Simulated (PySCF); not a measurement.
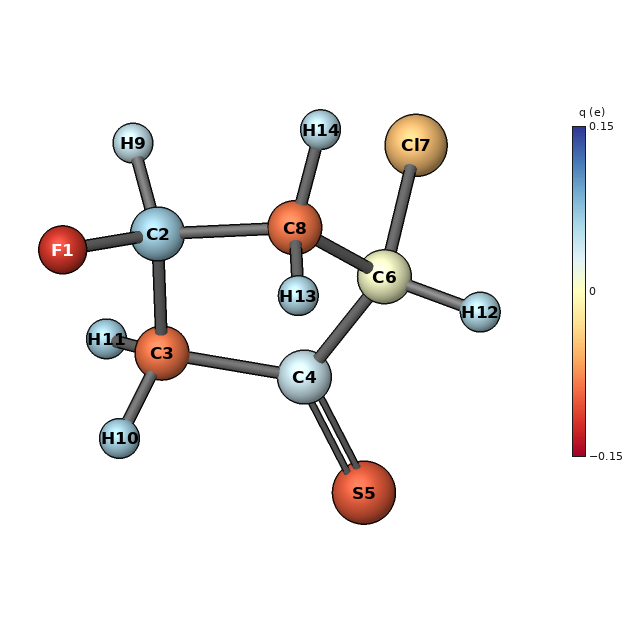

Atoms are coloured by their Hirshfeld charges. The computed structure is the end point of a GFN2-xTB optimisation. No frequency run is at hand to confirm it as a minimum. Method: PBE0/pcSseg-1, gas phase (PySCF 2.14.0).

Give the Hirshfeld charges atom by atom.

```csv
atom,value (e)
F1,−0.12
C2,0.06
C3,−0.08
C4,0.04
S5,−0.10
C6,0.01
Cl7,−0.05
C8,−0.09
H9,0.04
H10,0.06
H11,0.06
H12,0.05
H13,0.05
H14,0.05
```
